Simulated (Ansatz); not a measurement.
# Ag(111) with 4 thermally displaced layers, 2x2: scattering by thermal displacements

Aim: the resistivity of Ag at 180 K from frozen thermal displacements between perfect leads.

Program: Ansatz 0.2.0. Level of theory: Ansatz plane-wave DFT, PBE, PAW files; ballistic transport by layer matching (Landauer), zero bias; PAW set soft_1. Results are calculated unless marked as measured.

## 1. The structure

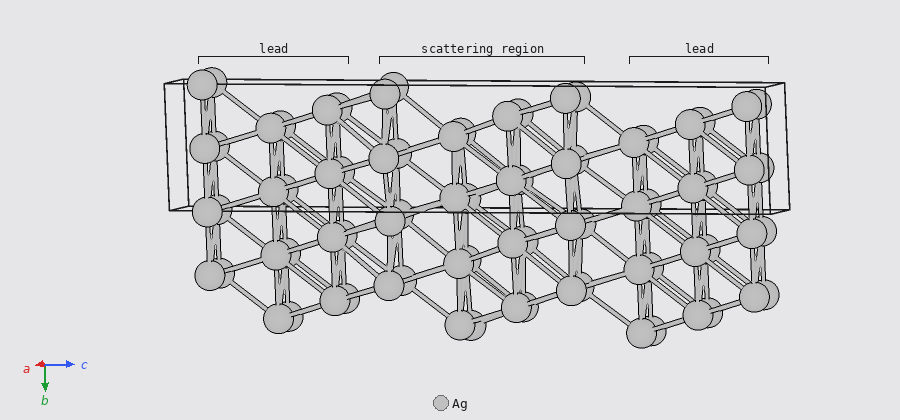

The cell as given, from the side, with the c axis across the page (silver light grey). 1×2×1 cells are drawn.

The cell holds 40 atoms: 40 Ag. Cell: a = 5.779 Å, b = 5.779 Å, c = 23.651 Å, α = 93.5°, β = 86.5°, γ = 120.0°. It derives from Ag. Regions: lead, 24 atoms (24 Ag); scattering region, 16 atoms (16 Ag). The structure is stacked along c, and the current runs across the ab planes.

## 2. With 4 displaced layers

Each atom of 4 layers is moved at random, by amounts drawn from a normal law 0.0707 Å wide in each direction from the Debye model (225 K) at 180 K. The layers about the cell's end stay perfect and serve as the lead. Disorder leaves little or no symmetry, which makes such runs dear. Energies from -0.05 to 0.05 eV in steps of 0.05 eV are too few for the program's thermal sum, so it prints no conductance; for a metal the transmission near the Fermi level serves, at a fraction of the cost.

Contents of input.yaml:

```yaml
crystal:
  lattice:
    - [5.7787594586, 0.0, 0.0]
    - [-2.8893797293, 5.0045524935, 0.0]
    - [1.4446898646, -0.8340920822, 23.5916866996]
  atoms:
    - { symbol: Ag, position: [0.9916666667, 0.0083333333, 0.05] }
    - { symbol: Ag, position: [0.9916666667, 0.5083333333, 0.05] }
    - { symbol: Ag, position: [0.4916666667, 0.0083333333, 0.05] }
    - { symbol: Ag, position: [0.4916666667, 0.5083333333, 0.05] }
    - { symbol: Ag, position: [0.1416666667, 0.3583333333, 0.15] }
    - { symbol: Ag, position: [0.1416666667, 0.8583333333, 0.15] }
    - { symbol: Ag, position: [0.6416666667, 0.3583333333, 0.15] }
    - { symbol: Ag, position: [0.6416666667, 0.8583333333, 0.15] }
    - { symbol: Ag, position: [0.2916666667, 0.2083333333, 0.25] }
    - { symbol: Ag, position: [0.2916666667, 0.7083333333, 0.25] }
    - { symbol: Ag, position: [0.7916666667, 0.2083333333, 0.25] }
    - { symbol: Ag, position: [0.7916666667, 0.7083333333, 0.25] }
    - { symbol: Ag, position: [0.9486045865, 0.0734878507, 0.3522231549] }
    - { symbol: Ag, position: [0.9625674033, 0.5806073729, 0.3463859434] }
    - { symbol: Ag, position: [0.4247157173, 0.0396160168, 0.3496769765] }
    - { symbol: Ag, position: [0.453487276, 0.5582709286, 0.3514865634] }
    - { symbol: Ag, position: [0.0697738559, 0.4099584859, 0.4472811397] }
    - { symbol: Ag, position: [0.1191870179, 0.9213405262, 0.452845987] }
    - { symbol: Ag, position: [0.5949603508, 0.4173229482, 0.4519722419] }
    - { symbol: Ag, position: [0.5839946049, 0.901247177, 0.4496559309] }
    - { symbol: Ag, position: [0.2301988044, 0.2497926035, 0.5491504892] }
    - { symbol: Ag, position: [0.2389641644, 0.7683655348, 0.5452152069] }
    - { symbol: Ag, position: [0.7475984519, 0.2492201187, 0.5483633656] }
    - { symbol: Ag, position: [0.7242387445, 0.7561711771, 0.5492575533] }
    - { symbol: Ag, position: [0.8901913485, 0.100836933, 0.6502810649] }
    - { symbol: Ag, position: [0.9171137261, 0.6138266384, 0.6482801756] }
    - { symbol: Ag, position: [0.4021245536, 0.106809851, 0.6517803338] }
    - { symbol: Ag, position: [0.3973670219, 0.6018423869, 0.6442133291] }
    - { symbol: Ag, position: [0.0416666667, 0.4583333333, 0.75] }
    - { symbol: Ag, position: [0.0416666667, 0.9583333333, 0.75] }
    - { symbol: Ag, position: [0.5416666667, 0.4583333333, 0.75] }
    - { symbol: Ag, position: [0.5416666667, 0.9583333333, 0.75] }
    - { symbol: Ag, position: [0.1916666667, 0.3083333333, 0.85] }
    - { symbol: Ag, position: [0.1916666667, 0.8083333333, 0.85] }
    - { symbol: Ag, position: [0.6916666667, 0.3083333333, 0.85] }
    - { symbol: Ag, position: [0.6916666667, 0.8083333333, 0.85] }
    - { symbol: Ag, position: [0.8416666667, 0.1583333333, 0.95] }
    - { symbol: Ag, position: [0.8416666667, 0.6583333333, 0.95] }
    - { symbol: Ag, position: [0.3416666667, 0.1583333333, 0.95] }
    - { symbol: Ag, position: [0.3416666667, 0.6583333333, 0.95] }
kpoints:
  mp_grid: { grid: [4, 4, 1] }
hamiltonian:
  xc: pbe
  pseudopotentials: { kind: paw, azcp: { folder: soft_1 } }
scf:
  occupations: { method: fermi_dirac, width: 0.1 }
output:
  transmission: { leads: [[0, 4]], kmesh: [8, 8], e_range: [-0.05, 0.05], de: 0.05 }
  write_potential: true
  write_density: true
  volumetric_format: npy
  elf: true
```

The run is started by

```bash
$ ansatz run input.yaml --threads 8 --pin off --max-ram 15360MiB --backend cpu --events-out ev --progress --plain --runs-dir out
```

Numbers of over 12 decimals in the logs are rounded to 6 here.

The log of the run:

```text
Engine: ansatz 0.2.0, x86_64-unknown-linux-gnu
Pseudopotentials: kind: paw
Pseudopotential: Ag, paw, valence charge 19, recommended cutoff 420 eV (normal), soft_1/Ag.paw.azcp
Functional definition: PBE
  parameter kappa = 0.804
  parameter beta = 0.066725
  exchange = pbe_x(kappa = kappa, mu = beta*pi^2/3)
  correlation = pbe_c(beta = beta)
Crystal: 40 atoms, lattice volume = 682.274 Å³
Basis set: ecut = 420 eV, 13363 PW (Γ)
Bands: 456, of which v1, the nominal top of the filled ones, is band 380 counted from 1 (379 counted from 0)
Symmetry: 1 space group operations
Space group: P1 (ITA 1), of the structure as read, at distance tolerance 8.8e-5 Å
k-points: 10 of 16 (time reversal used)
Non-local potential: Ag, projectors of the file, l = 0: 3, l = 1: 2, l = 2: 2, l = 3: 1
PAW form: soft (Blöchl's): semilocal exchange-correlation on the pseudo side does not see the compensation charge
PAW one-centre angular grid: Ag, 590 points (default); XC on 64 Gauss nodes
Initial density: superposition of atomic densities (chi_scale 0.1, normalization cell)
Initial wavefunctions: pseudopotential atomic-orbital guess
Functional: x = pbe(κ = 0.804, μ = 0.219515), c = pbe(β = 0.066725)
SCF iter   1: F=—  HF=-303632.932064 eV  |F-HF|=—  |Δ(HF+E_count)|=         —  Δρ=7.07e-2  dr2=3.65e1  ethr=3.10e-3  ⟨swp⟩=4.0  Hψ=13562  notcnv=0  defer=85
preconditioner: auto → Kerker (q_TF=auto, 2.778 Å⁻¹)  [metal: Δε(μ)=0.043 eV  Ē_g=10.256 eV  σ=0.100 eV  W_gap=0.11  n_scr=260 (ndim 8)  ℏωp=29.8 eV  f_vac=0.000  D(μ)=14.34/eV (n_scr^D=80)]
SCF iter   2: F=—  HF=-303624.352849 eV  |F-HF|=—  |Δ(HF+E_count)|=    8.58e0  Δρ=2.48e-2  dr2=4.50e0  ethr=3.10e-3  ⟨swp⟩=2.0  Hψ=7005  notcnv=0  defer=545
SCF iter   3: F=—  HF=-303623.225002 eV  |F-HF|=—  |Δ(HF+E_count)|=    1.13e0  Δρ=9.65e-3  dr2=5.11e-1  ethr=5.92e-4  ⟨swp⟩=2.3  Hψ=6359  notcnv=0  defer=545
SCF iter   4: F=—  HF=-303623.215253 eV  |F-HF|=—  |Δ(HF+E_count)|=   9.75e-3  Δρ=2.22e-3  dr2=1.75e-2  ethr=6.72e-5  ⟨swp⟩=2.6  Hψ=7479  notcnv=0  defer=540
SCF iter   5: F=—  HF=-303623.222606 eV  |F-HF|=—  |Δ(HF+E_count)|=   7.35e-3  Δρ=3.65e-4  dr2=8.77e-4  ethr=2.30e-6  ⟨swp⟩=2.0  Hψ=6223  notcnv=0  defer=540
SCF iter   6: F=—  HF=-303623.222960 eV  |F-HF|=—  |Δ(HF+E_count)|=   3.54e-4  Δρ=1.40e-4  dr2=1.61e-4  ethr=1.15e-7  ⟨swp⟩=2.6  Hψ=7348  notcnv=0  defer=540
SCF iter   7: F=—  HF=-303623.222998 eV  |F-HF|=—  |Δ(HF+E_count)|=   3.79e-5  Δρ=4.95e-5  dr2=1.34e-5  ethr=2.12e-8  ⟨swp⟩=2.1  Hψ=7801  notcnv=0  defer=540
SCF iter   8: F=—  HF=-303623.223179 eV  |F-HF|=—  |Δ(HF+E_count)|=   1.82e-4  Δρ=1.54e-5  dr2=1.68e-6  ethr=1.76e-9  ⟨swp⟩=2.0  Hψ=7421  notcnv=0  defer=540
SCF iter   9: F=-303623.223179 eV  HF=-303623.223179 eV  |F-HF|=8.07e-8  |Δ(HF+E_count)|=   2.63e-8  Δρ=2.25e-6  dr2=9.98e-8  ethr=1.32e-11  ⟨swp⟩=7.4  Hψ=22220  notcnv=0
SCF 1 converged in 9 iterations: F = -303623.223179 eV  dr2 = 9.98e-8
  greatest PAW one-centre occupation: 1.001 electrons in one spin orbital (limit 2), on the Ag atom at site 19 (counted from 0), in its partial waves of l = 0
transmission: 108 of 1020 steps passed
transmission: 216 of 1020 steps passed
[...]
transmission: 1020 of 1020 steps passed
SCF converged after 9 iterations
Free energy (F): -303623.223179 eV
Harris-Foulkes:  -303623.223179 eV  (|F-HF|=8.07e-8)
Internal energy: -303622.791718 eV  (E = F + TS)
E sigma→0 (E₀):  -303623.007449 eV
Entropy (-TS):   -0.431461 eV (-10.787 meV/atom)
Fermi energy:    17.229742 eV
--- Per-component energies (eV) ---
  E_band       = -9458.370564
  E_kinetic    = 18717.671917
  E_local      = -83545.179500  (includes V_loc(G=0)·N_el)
  E_nonlocal   = 1266.944314
  E_hartree    = 41082.365182
  E_xc         = -6369.889767
  E_vxc        = -8063.614793  (∫ρ·V_xc dr)
  E_paw        = -158212.520134  (= ΣΔE_a)
  E_vpaw       = -19998.966358  (= ΣTr[D̂ρ^β])
  E_aug_tail   = 0.014992  (compensation charges beyond the density's cutoff)
  E_ewald      = -116562.198722
  E_smearing   = -0.431461  (= −TS)
  E_closure    = -0.000000  (closes the sum)
  Σ components = -303623.223179   (vs F -303623.223179, Δ=0.00e0)
--- Band table (eV; the first three rows and the last of 10) ---
  k-point 0: bands = [... 376 lower, 17.3716, 17.6883, 17.7172, 17.7285, 17.7514, 18.0028, 18.0515, 18.2229, ... 72 higher]
  k-point 1: bands = [... 376 lower, 16.8245, 16.8352, 16.9538, 17.0899, 17.1400, 17.2837, 17.5417, 17.7108, ... 72 higher]
  k-point 2: bands = [... 376 lower, 16.7736, 16.8216, 16.9800, 16.9884, 17.3277, 17.3419, 17.5955, 17.6236, ... 72 higher]
  k-point 9: bands = [... 376 lower, 16.8214, 16.8585, 16.8844, 16.9050, 17.5680, 17.5855, 17.5914, 17.6109, ... 72 higher]
--- Transmission ---
  basis      : 253 plane waves across, 30 finite elements along
  points     : 34, standing for a mesh of 8 x 8
  energies   : 3 from -0.050000 to 0.050000 eV about the Fermi level, 0.050000 eV apart; the leads are filled to 0.000000 eV, and channels, transmission and decay are at 0.000000 eV
  crystal 0  : Ag4, at the sites [0, 4], period 2.3592 Å, over 14.16 Å; its Hamiltonian steps by up to 3.5 meV
    offset         : up to 0.0000 Å between an atom of the period and one for which it stands
    channels       : 3.234375e0 a spin
    conductance    : none, the energies end too early or step too widely for 300 K: set another output.transmission.e_range or a lower de, or, where they end at an eighth of basis.ecutwfc, a higher one
  junction   : crystal 0 to crystal 0, 0.70 to 21.93 Å
    transmission   : 3.201509e0 a spin
    conductance    : none, the energies end too early or step too widely for 300 K: set another output.transmission.e_range or a lower de, or, where they end at an eighth of basis.ecutwfc, a higher one
```

It took 3.7 min on 8 threads of Intel Xeon at 2.70GHz, shared host; peak memory 9.2 GiB; 25 min of CPU time.

Numbers from this step:

```
free energy                                    : -303623.2232 eV
energy at zero smearing                        : -303623.0074 eV
Fermi energy                                   : 17.23 eV
cell area                                      : 28.92 Å²
transmission per spin nearest the Fermi level  : 3.202
open channels per spin nearest the Fermi level : 3.234
step of the lead's potential                   : 3.5 meV
```

Per spin. The transmission, zone mean stays at 3.20 for energy from -0.05 to 0.05 eV.

Per spin. The open channels, zone mean, lead stays at 3.23 for energy from -0.05 to 0.05 eV.

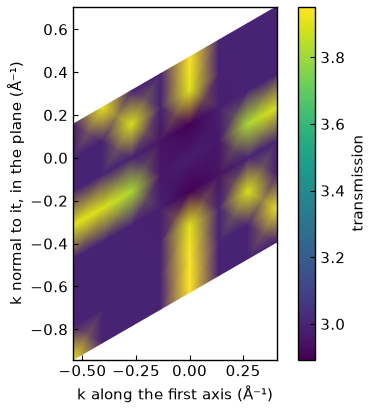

Transmission over k1 and k2. At 0.0000 eV from the Fermi level.

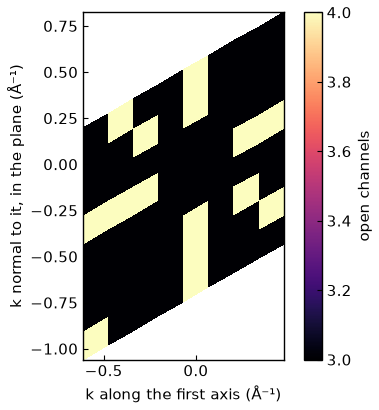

Open channels over k1 and k2. At 0.0000 eV from the Fermi level.

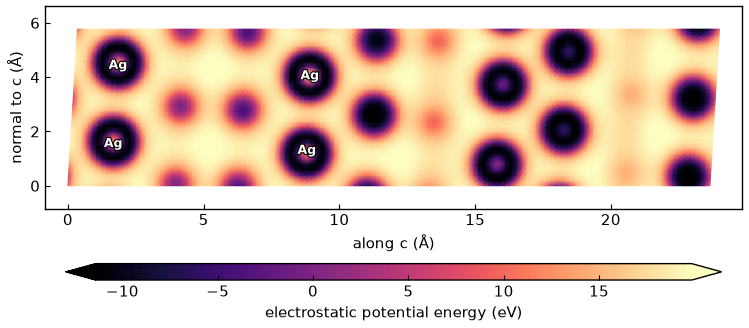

Electrostatic potential energy in the ca plane at fractional y = 0.040, with atoms of Ag within 0.2 Å of it. With pseudopotentials it is smooth inside the atoms' cores, unlike the true potential. The map starts off the cell's origin, so that atoms lie inside it.

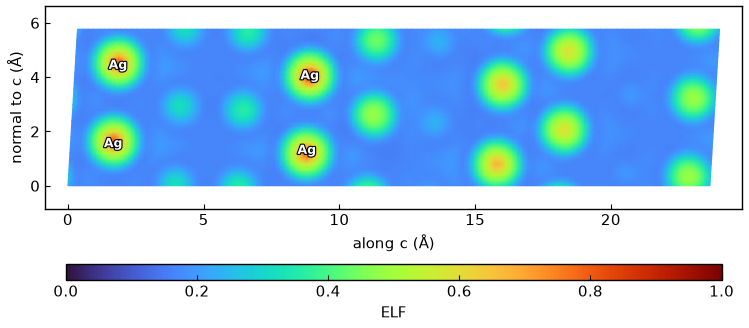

ELF in the ca plane at fractional y = 0.040, with atoms of Ag within 0.2 Å of it. It is the smooth field of the valence electrons, not physical close to the nuclei. The map starts off the cell's origin, so that atoms lie inside it.

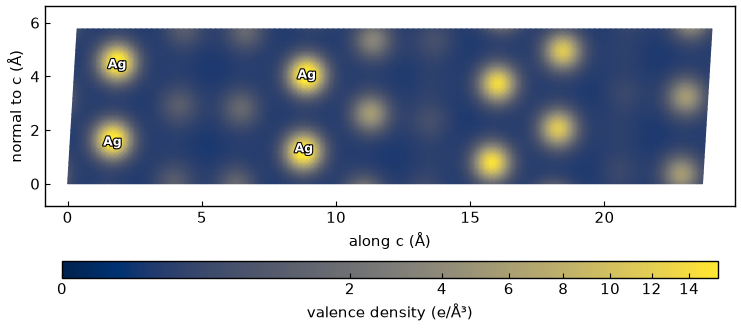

Valence density in the ca plane at fractional y = 0.040, with atoms of Ag within 0.2 Å of it. It is the smooth field of the valence electrons, not physical close to the nuclei. The map starts off the cell's origin, so that atoms lie inside it. The colour scale is stretched toward low values.

Over the solved energies the transmission per spin lies between 3.20 and 3.20, out of 3.23 channels of the lead on average (up to 3.23).

(Part 1 of 2 ends here.)

[Logs are printed without paths, hosts, clocks, repeated set-up lines and the standing remarks that a program may print on its own settings, such as how far it seeks lower states.]

[Hosts, paths, dates, database ids (printed as entryN), source tags and the programs' standing remarks are cut or masked in the printed files.]
